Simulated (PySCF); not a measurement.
```xyz
12

C    -1.0597    0.9071    0.0965
C    -0.4325   -0.4394    0.0416
O    -0.7723   -1.3093   -0.9646
C     0.9144   -0.6895    0.6453
C     1.8670    0.0727   -0.1330
N     2.5207    0.7231   -0.8133
H    -2.1269    0.8412   -0.1198
H    -0.6128    1.6023   -0.6267
H    -0.9317    1.3404    1.0865
H    -1.4773   -0.9373   -1.5055
H     0.9520   -0.3605    1.6869
H     1.1601   -1.7515    0.5802
```

Geometry: GFN2-xTB.

The calculation used UKS B3LYP, pcH-1 on C H N O, non-relativistic, mean-field spin-orbit, GIAO (PySCF).

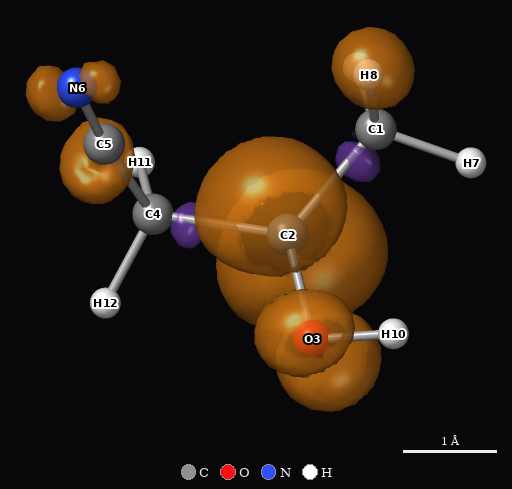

C4H6NO (doublet). Isosurfaces of the spin density at +0.03 (orange) and −0.03 e/Å³ (purple), seen at an oblique angle.

Describe the spin distribution.

The unpaired spin (1 electron) lies mostly on C2 (about 0.6) and O3 (about 0.2), in electrons by Hirshfeld's partition.
